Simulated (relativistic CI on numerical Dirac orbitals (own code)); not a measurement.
# Sm³⁺: one ion under different settings

Aim: see what numerical and physical settings do to the SCF, the total energy and the lowest levels of Sm³⁺.

Program: relativistic CI on numerical Dirac orbitals (own code) version 3. Level of theory: Dirac-Coulomb-Breit CI, KLI orbitals optimised for each configuration, model QED (radiative potential, 1s self-energy scaled to tabulated hydrogen-like ionisation energies), numerical settings as typed. These are calculated values, not measurements, unless marked.

### Step 1. The system

- ion: Sm³⁺ (Sm IV)
- nuclear charge: 62
- electrons: 59
- isotope: A = 152

### Step 2. An attempt

Input settings:

```ini
atom Sm  Z=62  charge=3  electrons=59
nucleus A=152  rms_radius_fm=5.0819
hamiltonian dirac-coulomb  breit=on  qed=on  c_scale=0.4
orbitals kli  potential=per-configuration
slater_scale 1
correlation none
mixing on
grid step=0.0125 r_max=64.9
scf mixing=0.4 start=green max_iterations=89 tolerance=2e-08 node_fill=0.05
configurations
  [Xe] 4f5
  [Xe] 4f4 6s
  [Xe] 4f3 6s2
end
```

Started as:

```bash
$ python run_levels.py task.json out
```

task.json lists these runs, among others, and the program works through them in turn.

Main fields of the result record, rounded:

```text
status: not_converged
warnings: ["SCF of 1s2 2s2 2p6 3s2 3p6 3d10 4s2 4p6 4d10 4f5 5s2 5p6 stopped: an orbital could not be found"]
scf_steps of the first configuration [iteration, E_Ha, residual, outer_eigenvalue_Ha]:
  - [0, "-", "-", "2p1/2 not found"]
```

Wall time 0.0038 s (1 thread, shared host).

What went wrong: the run ended without a result. During the SCF the search lost an orbital: no solution with the right number of nodes was found in that cycle's potential. The input had speed-of-light factor 0.4. The cure is to restore the usual settings.

### Step 3. With the usual settings

Input settings:

```ini
atom Sm  Z=62  charge=3  electrons=59
nucleus A=152  rms_radius_fm=5.0819
hamiltonian dirac-coulomb  breit=on  qed=on  c_scale=1
orbitals kli  potential=per-configuration
slater_scale 1
correlation none
mixing on
grid step=0.0125 r_max=64.9
scf mixing=0.4 start=green max_iterations=150 tolerance=2e-08 node_fill=0.05
configurations
  [Xe] 4f5
  [Xe] 4f4 6s
  [Xe] 4f3 6s2
end
```

Main fields:

```text
status: converged
levels [i, E_cm, J2, conf, term, w_term, w_jj]:
  - [0, 0, 5, "4f5", "6H*", 0.9696, 0.3452]
  - [1, 994.90064, 7, "4f5", "6H*", 0.979, 0.3804]
  - [2, 2176.7981, 9, "4f5", "6H*", 0.9853, 0.5832]
  - [3, 3499.4484, 11, "4f5", "6H*", 0.9862, 0.5059]
  - [4, 4923.9357, 13, "4f5", "6H*", 0.9803, 0.4661]
  - [5, 6416.5844, 15, "4f5", "6H*", 0.9668, 0.3882]
  - [6, 7732.7204, 1, "4f5", "6F*", 0.9766, 0.5167]
  - [7, 7997.1173, 3, "4f5", "6F*", 0.9657, 0.3384]
  - [8, 8515.9147, 5, "4f5", "6F*", 0.9564, 0.5055]
  - [9, 9377.3638, 7, "4f5", "6F*", 0.9605, 0.3799]
  - [10, 10555.85, 9, "4f5", "6F*", 0.9722, 0.4357]
  - [11, 11972.262, 11, "4f5", "6F*", 0.9823, 0.4394]
  - [12, 20724.534, 5, "4f5", "4G*", 0.4899, 0.4513]
  - [13, 21143.434, 3, "4f5", "4F*", 0.9669, 0.4933]
  - "... 16 more rows left out ..."
total_energy [Ha]: -10412.585619
n_levels_all: 447
overlap: 1.6005e-11
scf_iterations: [14, 13, 13]
orbital_energies [Ha]: {"1s": -1713.39, "2s": -281.132, "2p1/2": -266.463, "2p3/2": -244.37, "3s": -62.8666, "3p1/2": -56.5791, "3p3/2": -52.094, "3d3/2": -41.227, "3d5/2": -40.2544, "4s": -13.7007, "4p1/2": -11.2865, "4p3/2": -10.3083, "4d3/2": -6.33562, "4d5/2": -6.16032, "5s": -2.9478, "5p1/2": -2.27748, "5p3/2": -2.13519, "4f5/2": -1.55446, "4f7/2": -1.53242}
configurations [conf, odd, states, E_av_Ha, breit_Ha, qed_Ha]:
  - ["4f5", 1, 2002, -10427.84173, 9.295, 6.219]
  - ["4f4 6s", 0, 2002, -10427.41566, 9.3, 6.22]
  - ["4f3 6s2", 1, 364, -10426.62868, 9.305, 6.222]
scf_steps of the first configuration [iteration, E_Ha, residual, outer_eigenvalue_Ha]:
  - [1, -10403.51388, 2.3, -3.27]
  - [2, -10425.67341, 0.781, -2.325]
  - [3, -10427.60171, 0.228, -2.122]
  - [4, -10427.77956, 0.147, -2.132]
  - [5, -10427.84203, 0.0132, -2.122]
  - [6, -10427.84338, 0.00912, -2.131]
  - [7, -10427.84152, 0.00137, -2.135]
  - [8, -10427.84177, 0.000358, -2.135]
  - [9, -10427.84173, 4.24e-05, -2.135]
  - [10, -10427.84172, 8.43e-06, -2.135]
  - [11, -10427.84173, 7.25e-07, -2.135]
  - [12, -10427.84173, 4.96e-08, -2.135]
  - [13, -10427.84173, 3.28e-08, -2.135]
  - [14, -10427.84173, 2.24e-09, -2.135]
```

Wall time 0.4 s (1 thread, shared host).

### Step 4. Grid step 0.04, Breit term off

Input settings:

```ini
atom Sm  Z=62  charge=3  electrons=59
nucleus A=152  rms_radius_fm=5.0819
hamiltonian dirac-coulomb  breit=off  qed=on  c_scale=1
orbitals kli  potential=per-configuration
slater_scale 1
correlation none
mixing on
grid step=0.04 r_max=64.9
scf mixing=0.4 start=green max_iterations=150 tolerance=2e-08 node_fill=0.05
configurations
  [Xe] 4f5
  [Xe] 4f4 6s
  [Xe] 4f3 6s2
end
```

Main fields:

```text
status: converged
levels [i, E_cm, J2, conf, term, w_term]:
  - [0, 0, 5, "4f5", "6H*", 0.9646]
  - [1, 1123.3973, 7, "4f5", "6H*", 0.9757]
  - [2, 2456.2777, 9, "4f5", "6H*", 0.9831]
  - [3, 3945.7449, 11, "4f5", "6H*", 0.9842]
  - [4, 5548.0872, 13, "4f5", "6H*", 0.9774]
  - [5, 7225.4873, 15, "4f5", "6H*", 0.9617]
  - [6, 7850.012, 1, "4f5", "6F*", 0.9734]
  - [7, 8131.97, 3, "4f5", "6F*", 0.9599]
  - "... 22 more rows left out ..."
total_energy [Ha]: -10421.882847
n_levels_all: 447
overlap: 4.07776e-08
scf_iterations: [14, 13, 13]
orbital_energies [Ha]: {"1s": -1713.39, "2s": -281.132, "2p1/2": -266.463, "2p3/2": -244.37, "3s": -62.8666, "3p1/2": -56.5791, "3p3/2": -52.094, "3d3/2": -41.227, "3d5/2": -40.2544, "4s": -13.7007, "4p1/2": -11.2865, "4p3/2": -10.3083, "4d3/2": -6.33562, "4d5/2": -6.16032, "5s": -2.94779, "5p1/2": -2.27748, "5p3/2": -2.13519, "4f5/2": -1.55446, "4f7/2": -1.53242}
configurations [conf, odd, states, E_av_Ha, breit_Ha, qed_Ha]:
  - ["4f5", 1, 2002, -10427.84108, 0, 6.219]
  - ["4f4 6s", 0, 2002, -10427.41501, 0, 6.22]
  - ["4f3 6s2", 1, 364, -10426.62803, 0, 6.222]
scf_steps of the first configuration [iteration, E_Ha, residual, outer_eigenvalue_Ha]:
  - [1, -10403.51323, 2.3, -3.27]
  - [2, -10425.67274, 0.781, -2.325]
  - [3, -10427.60104, 0.228, -2.123]
  - [4, -10427.77661, 0.148, -2.132]
  - [5, -10427.84092, 0.015, -2.122]
  - [6, -10427.84272, 0.009, -2.131]
  - [7, -10427.8407, 0.00201, -2.135]
  - [8, -10427.84106, 0.000472, -2.135]
  - [9, -10427.84109, 6.38e-05, -2.135]
  - [10, -10427.84108, 1.9e-06, -2.135]
  - [11, -10427.84108, 7.54e-07, -2.135]
  - [12, -10427.84108, 8.34e-08, -2.135]
  - [13, -10427.84108, 2.9e-08, -2.135]
  - [14, -10427.84108, 1e-09, -2.135]
```

Wall time 0.18 s (1 thread, shared host).

### Step 5. Iteration limit 20, potential mixing 0.7, node fill 0.2

Input settings:

```ini
atom Sm  Z=62  charge=3  electrons=59
nucleus A=152  rms_radius_fm=5.0819
hamiltonian dirac-coulomb  breit=on  qed=on  c_scale=1
orbitals kli  potential=per-configuration
slater_scale 1
correlation none
mixing on
grid step=0.0125 r_max=64.9
scf mixing=0.7 start=green max_iterations=20 tolerance=2e-08 node_fill=0.2
configurations
  [Xe] 4f5
  [Xe] 4f4 6s
  [Xe] 4f3 6s2
end
```

Main fields:

```text
status: converged
levels [i, E_cm, J2, conf, term, w_term]:
  - [0, 0, 5, "4f5", "6H*", 0.9653]
  - [1, 1063.1063, 7, "4f5", "6H*", 0.9762]
  - [2, 2318.0228, 9, "4f5", "6H*", 0.9834]
  - [3, 3713.1361, 11, "4f5", "6H*", 0.9843]
  - [4, 5206.1319, 13, "4f5", "6H*", 0.9774]
  - [5, 6760.6292, 15, "4f5", "6H*", 0.9619]
  - [6, 7724.9079, 1, "4f5", "6F*", 0.9737]
  - [7, 7991.6796, 3, "4f5", "6F*", 0.9607]
  - "... 22 more rows left out ..."
total_energy [Ha]: -10412.577616
n_levels_all: 447
overlap: 1.50968e-11
scf_iterations: [13, 12, 11]
orbital_energies [Ha]: {"1s": -1712.11, "2s": -280.532, "2p1/2": -265.794, "2p3/2": -243.74, "3s": -62.6028, "3p1/2": -56.3003, "3p3/2": -51.8286, "3d3/2": -40.9419, "3d5/2": -39.9747, "4s": -13.6265, "4p1/2": -11.2099, "4p3/2": -10.2364, "4d3/2": -6.26427, "4d5/2": -6.09049, "5s": -2.91406, "5p1/2": -2.2463, "5p3/2": -2.10587, "4f5/2": -1.50176, "4f7/2": -1.48037}
configurations [conf, odd, states, E_av_Ha, breit_Ha, qed_Ha]:
  - ["4f5", 1, 2002, -10427.81874, 9.28, 6.217]
  - ["4f4 6s", 0, 2002, -10427.39415, 9.285, 6.218]
  - ["4f3 6s2", 1, 364, -10426.60888, 9.29, 6.219]
scf_steps of the first configuration [iteration, E_Ha, residual, outer_eigenvalue_Ha]:
  - [1, -10403.51388, 2.37, -3.27]
  - [2, -10417.14411, 1.42, -1.786]
  - [3, -10427.52317, 0.432, -2.328]
  - [4, -10427.78386, 0.228, -2.225]
  - [5, -10427.83623, 0.0755, -2.15]
  - [6, -10427.82733, 0.0247, -2.122]
  - [7, -10427.82004, 0.00342, -2.108]
  - [8, -10427.81896, 0.000572, -2.106]
  - [9, -10427.81874, 4.67e-06, -2.106]
  - [10, -10427.81873, 1.66e-05, -2.106]
  - [11, -10427.81874, 6.3e-07, -2.106]
  - [12, -10427.81874, 1.52e-07, -2.106]
  - [13, -10427.81874, 9.67e-09, -2.106]
```

Run time: 0.37 s. Hardware: 1 thread, shared host.

### Step 6. Node fill 0, QED terms off, nuclear radius 4.5737

Input settings:

```ini
atom Sm  Z=62  charge=3  electrons=59
nucleus A=152  rms_radius_fm=4.5737
hamiltonian dirac-coulomb  breit=on  qed=off  c_scale=1
orbitals kli  potential=per-configuration
slater_scale 1
correlation none
mixing on
grid step=0.0125 r_max=64.9
scf mixing=0.4 start=green max_iterations=150 tolerance=2e-08 node_fill=0
configurations
  [Xe] 4f5
  [Xe] 4f4 6s
  [Xe] 4f3 6s2
end
```

Main fields:

```text
status: converged
levels [i, E_cm, J2, conf, term, w_term]:
  - [0, 0, 5, "4f5", "6H*", 0.9715]
  - [1, 962.67597, 7, "4f5", "6H*", 0.9802]
  - [2, 2109.5919, 9, "4f5", "6H*", 0.9861]
  - [3, 3396.9628, 11, "4f5", "6H*", 0.987]
  - [4, 4787.5043, 13, "4f5", "6H*", 0.9815]
  - [5, 6248.83, 15, "4f5", "6H*", 0.9689]
  - [6, 7728.3608, 1, "4f5", "6F*", 0.9779]
  - [7, 7990.7189, 3, "4f5", "6F*", 0.9678]
  - "... 22 more rows left out ..."
total_energy [Ha]: -10418.916583
n_levels_all: 447
overlap: 1.61743e-11
scf_iterations: [14, 12, 13]
orbital_energies [Ha]: {"1s": -1713.94, "2s": -281.376, "2p1/2": -266.728, "2p3/2": -244.62, "3s": -62.9747, "3p1/2": -56.6916, "3p3/2": -52.2013, "3d3/2": -41.3423, "3d5/2": -40.3675, "4s": -13.7299, "4p1/2": -11.3164, "4p3/2": -10.3362, "4d3/2": -6.36368, "4d5/2": -6.18776, "5s": -2.96131, "5p1/2": -2.28997, "5p3/2": -2.14693, "4f5/2": -1.5756, "4f7/2": -1.55328}
configurations [conf, odd, states, E_av_Ha, breit_Ha, qed_Ha]:
  - ["4f5", 1, 2002, -10427.95931, 9.301, 0]
  - ["4f4 6s", 0, 2002, -10427.53275, 9.306, 0]
  - ["4f3 6s2", 1, 364, -10426.74515, 9.312, 0]
scf_steps of the first configuration [iteration, E_Ha, residual, outer_eigenvalue_Ha]:
  - [1, -10403.63031, 2.28, -3.27]
  - [2, -10425.69679, 0.773, -2.331]
  - [3, -10427.72087, 0.227, -2.132]
  - [4, -10427.88875, 0.145, -2.142]
  - [5, -10427.9599, 0.0129, -2.134]
  - [6, -10427.9596, 0.00872, -2.143]
  - [7, -10427.95914, 0.00146, -2.146]
  - [8, -10427.95931, 0.00038, -2.146]
  - [9, -10427.95931, 5.8e-05, -2.147]
  - [10, -10427.95931, 1.46e-06, -2.147]
  - [11, -10427.95931, 7.71e-07, -2.147]
  - [12, -10427.95931, 6.78e-08, -2.147]
  - [13, -10427.95931, 2.5e-08, -2.147]
  - [14, -10427.95931, 8.8e-10, -2.147]
```

Wall time 0.36 s (1 thread, shared host).

The changed nuclear radius is not that of the isotope named.

### Step 7. Slater scale 0.6, node fill 0

Input settings:

```ini
atom Sm  Z=62  charge=3  electrons=59
nucleus A=152  rms_radius_fm=5.0819
hamiltonian dirac-coulomb  breit=on  qed=on  c_scale=1
orbitals kli  potential=per-configuration
slater_scale 0.6
correlation none
mixing on
grid step=0.0125 r_max=64.9
scf mixing=0.4 start=green max_iterations=150 tolerance=2e-08 node_fill=0
configurations
  [Xe] 4f5
  [Xe] 4f4 6s
  [Xe] 4f3 6s2
end
```

Main fields:

```text
status: converged
levels [i, E_cm, J2, conf, term, w_term]:
  - [0, 0, 5, "4f5", "6H*", 0.9216]
  - [1, 1087.5493, 7, "4f5", "6H*", 0.9488]
  - [2, 2297.3467, 9, "4f5", "6H*", 0.965]
  - [3, 3563.5166, 11, "4f5", "6H*", 0.9645]
  - [4, 4843.2424, 13, "4f5", "6H*", 0.9461]
  - [5, 5296.8021, 1, "4f5", "6F*", 0.9464]
  - [6, 5441.3391, 3, "4f5", "6F*", 0.9105]
  - [7, 5832.7142, 5, "4f5", "6F*", 0.8741]
  - "... 22 more rows left out ..."
total_energy [Ha]: -10412.485918
n_levels_all: 447
overlap: 1.61761e-11
scf_iterations: [14, 12, 13]
orbital_energies [Ha]: {"1s": -1713.89, "2s": -281.37, "2p1/2": -266.728, "2p3/2": -244.621, "3s": -62.9735, "3p1/2": -56.6916, "3p3/2": -52.2014, "3d3/2": -41.3424, "3d5/2": -40.3676, "4s": -13.7296, "4p1/2": -11.3164, "4p3/2": -10.3362, "4d3/2": -6.3637, "4d5/2": -6.18777, "5s": -2.96126, "5p1/2": -2.28998, "5p3/2": -2.14694, "4f5/2": -1.57561, "4f7/2": -1.55329}
configurations [conf, odd, states, E_av_Ha, breit_Ha, qed_Ha]:
  - ["4f5", 1, 2002, -10427.8424, 9.301, 6.22]
  - ["4f4 6s", 0, 2002, -10427.41582, 9.306, 6.221]
  - ["4f3 6s2", 1, 364, -10426.62819, 9.311, 6.222]
scf_steps of the first configuration [iteration, E_Ha, residual, outer_eigenvalue_Ha]:
  - [1, -10403.51388, 2.28, -3.27]
  - [2, -10425.57994, 0.773, -2.331]
  - [3, -10427.60397, 0.227, -2.132]
  - [4, -10427.77184, 0.145, -2.142]
  - [5, -10427.84298, 0.0129, -2.134]
  - [6, -10427.84268, 0.00872, -2.143]
  - [7, -10427.84223, 0.00146, -2.146]
  - [8, -10427.84239, 0.00038, -2.146]
  - [9, -10427.8424, 5.8e-05, -2.147]
  - [10, -10427.8424, 1.46e-06, -2.147]
  - [11, -10427.8424, 7.71e-07, -2.147]
  - [12, -10427.8424, 6.78e-08, -2.147]
  - [13, -10427.8424, 2.5e-08, -2.147]
  - [14, -10427.8424, 8.8e-10, -2.147]
```

Wall time 0.4 s (1 thread, shared host).

### Step 8. Potential mixing 1.3

Input settings:

```ini
atom Sm  Z=62  charge=3  electrons=59
nucleus A=152  rms_radius_fm=5.0819
hamiltonian dirac-coulomb  breit=on  qed=on  c_scale=1
orbitals kli  potential=per-configuration
slater_scale 1
correlation none
mixing on
grid step=0.0125 r_max=64.9
scf mixing=1.3 start=green max_iterations=100 tolerance=2e-08 node_fill=0.05
configurations
  [Xe] 4f5
  [Xe] 4f4 6s
  [Xe] 4f3 6s2
end
```

Main fields:

```text
status: converged
levels [i, E_cm, J2, conf, term, w_term]:
  - [0, 0, 5, "4f5", "6H*", 0.9696]
  - [1, 994.90062, 7, "4f5", "6H*", 0.979]
  - [2, 2176.798, 9, "4f5", "6H*", 0.9853]
  - [3, 3499.4483, 11, "4f5", "6H*", 0.9862]
  - [4, 4923.9357, 13, "4f5", "6H*", 0.9803]
  - [5, 6416.5843, 15, "4f5", "6H*", 0.9668]
  - [6, 7732.7204, 1, "4f5", "6F*", 0.9766]
  - [7, 7997.1173, 3, "4f5", "6F*", 0.9657]
  - "... 22 more rows left out ..."
total_energy [Ha]: -10412.585619
n_levels_all: 447
overlap: 1.60072e-11
scf_iterations: [16, 13, 12]
orbital_energies [Ha]: {"1s": -1713.39, "2s": -281.132, "2p1/2": -266.463, "2p3/2": -244.37, "3s": -62.8666, "3p1/2": -56.5791, "3p3/2": -52.094, "3d3/2": -41.227, "3d5/2": -40.2544, "4s": -13.7007, "4p1/2": -11.2865, "4p3/2": -10.3083, "4d3/2": -6.33562, "4d5/2": -6.16032, "5s": -2.9478, "5p1/2": -2.27748, "5p3/2": -2.13519, "4f5/2": -1.55446, "4f7/2": -1.53242}
configurations [conf, odd, states, E_av_Ha, breit_Ha, qed_Ha]:
  - ["4f5", 1, 2002, -10427.84173, 9.295, 6.219]
  - ["4f4 6s", 0, 2002, -10427.41566, 9.3, 6.22]
  - ["4f3 6s2", 1, 364, -10426.62868, 9.305, 6.222]
scf_steps of the first configuration [iteration, E_Ha, residual, outer_eigenvalue_Ha]:
  - [1, -10403.51388, 2.3, -3.27]
  - [2, -10333.23697, 5.04, -1.19]
  - [3, -10426.72723, 0.539, -2.801]
  - [4, -10427.59151, 0.398, -2.459]
  - [5, -10427.83453, 0.0603, -2.248]
  - [6, -10427.83374, 0.119, -2.255]
  - [7, -10427.82884, 0.137, -2.271]
  - [8, -10427.84065, 0.0033, -2.142]
  - [9, -10427.84174, 0.00768, -2.149]
  - [10, -10427.84212, 0.00418, -2.139]
  - [11, -10427.84175, 0.000169, -2.135]
  - [12, -10427.84173, 6.21e-05, -2.135]
  - [13, -10427.84173, 1.31e-05, -2.135]
  - [14, -10427.84173, 5.47e-06, -2.135]
  - [15, -10427.84173, 1.08e-07, -2.135]
  - [16, -10427.84173, 1.41e-08, -2.135]
```

Run time: 0.41 s. Hardware: 1 thread, shared host.

The value lies outside the usual range, yet the result is unchanged in this case.

### Step 9. Comparison

| setting | total energy less usual (Ha) | largest shift of a level among the lowest eight of both runs, same label and place (cm⁻¹) | SCF iterations | time | lowest level | kind of change |
| --- | --- | --- | --- | --- | --- | --- |
| usual | 0 | 0 | 40 | 0.4 s | 4f5 6H°5/2 | - |
| grid step 0.04, Breit term off | -9.3 | 809 | 40 | 0.18 s | 4f5 6H°5/2 | model term |
| iteration limit 20, potential mixing 0.7, node fill 0.2 | 0.008 | 344 | 36 | 0.37 s | 4f5 6H°5/2 | numerical |
| node fill 0, QED terms off, nuclear radius 4.5737 | -6.33 | 168 | 39 | 0.36 s | 4f5 6H°5/2 | unphysical constant |
| Slater scale 0.6, node fill 0 | 0.0997 | 2560 | 39 | 0.4 s | 4f5 6H°5/2 | model term |
| potential mixing 1.3 | 0 | 0 | 41 | 0.41 s | 4f5 6H°5/2 | extreme, harmless here |

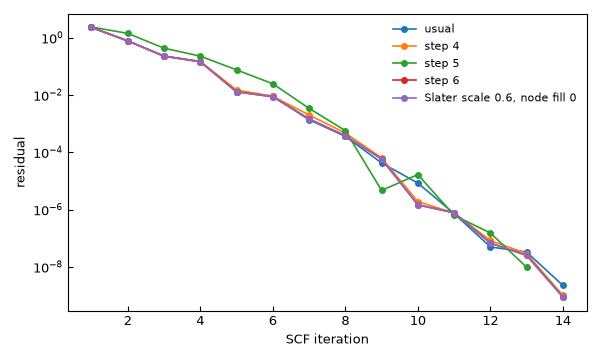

Residual of the first configuration's SCF.

### Step 10. Outcome

| quantity | value |
| --- | --- |
| lowest level, usual settings | 4f5 6H°5/2 |
| total energy | -10412.5856 Ha |
| first excitation | 994.9 cm⁻¹ |
| runs without a result | 1 |

What this shows: Among the runs whose levels can be followed, they move most under «Slater scale 0.6, node fill 0» (model term), by up to 2560 cm⁻¹. No visible change in the result comes from «potential mixing 1.3». Only the listed configurations are in the model. In a near-neutral ion this small CI can misplace whole configurations by 10,000 cm⁻¹ or more, above all where the count of f electrons changes.
